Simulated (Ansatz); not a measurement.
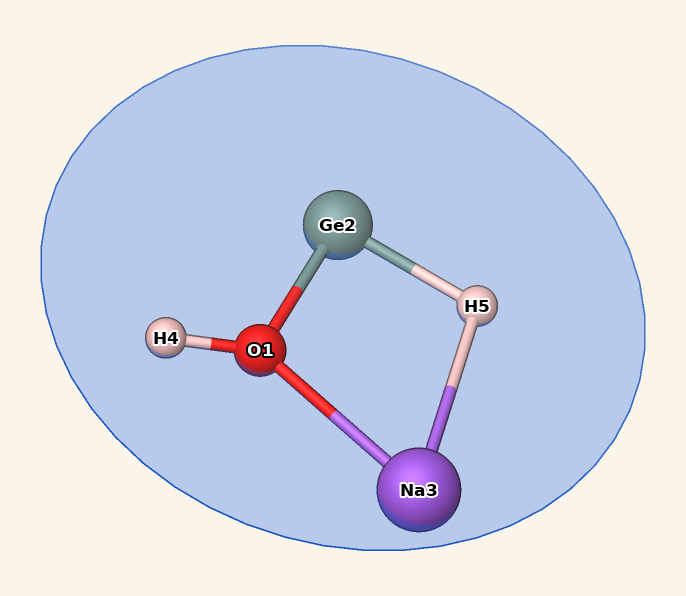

A disc through the centre of mass is drawn in. Atoms fade into the background with distance from the viewer. Charge +1, singlet. Computed geometry: PBE0-D4/def2-TZVP optimisation. No frequency run is at hand to confirm it as a minimum.

Is the plane of the disc a mirror plane of the structure?

Answer. Yes. The reflection leaves O1, Ge2, Na3, H4, H5 in place. The point group is Cs.
